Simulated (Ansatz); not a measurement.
**Abstraction of Br: CH2BrF + SiH3(SiH2) → CH2F + SiH2(SiH3)Br**

Species: CH2BrF (bromofluoromethane) `FCBr`, singlet; SiH3(SiH2), doublet; CH2F `[CH2]F`, doublet; SiH2(SiH3)Br, singlet. A radical takes Br: the energy is the difference in strength between the C–Br bond broken and the Si–Br bond made.

Shapes, held fixed at every level: PBE0-D4/def2-TZVP. Programs: Ansatz 0.2.0. The zero-point and thermal change to 298 K, harmonic and unscaled (PBE0-D4/def2-TZVP), is -4.7 kJ/mol.

```csv
level,kind,ΔH(298 K) (kJ/mol),less CCSD(T)/def2-TZVPP
HF/def2-SVP,Hartree–Fock,-110.0,-30.4
SPW92/def2-TZVPP,LDA,-58.5,+21.1
PBE-D4/def2-TZVPP,GGA,-69.6,+10.0
wB97M-V/def2-TZVPP,range-separated hybrid,-87.2,-7.6
wB97X-V/def2-TZVPP,range-separated hybrid,-87.8,-8.2
CCSD(T)/def2-SVP,coupled cluster or CI,-78.9,+0.7
CCSD/def2-TZVPP,coupled cluster or CI,-83.6,-4.0
CCSD(T)/def2-TZVPP,coupled cluster or CI,-79.6,0.0
```

The highest level, CCSD(T)/def2-TZVPP, gives ΔH(298 K) = -79.6 kJ/mol; the levels span -110.0 to -58.5. The column of differences is taken from that level and isn't an error. No measured value is set beside it here. Open shells run unrestricted unless RO is named. Relativity is left out for Br unless named. Correlated rows may include outer-core shells of Br, which these sets cover unevenly.

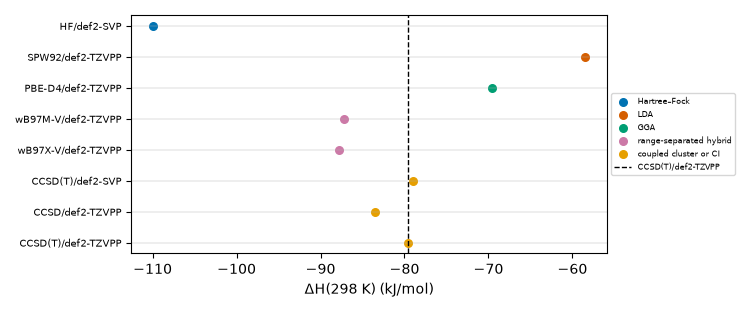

The values of the table, level by level.
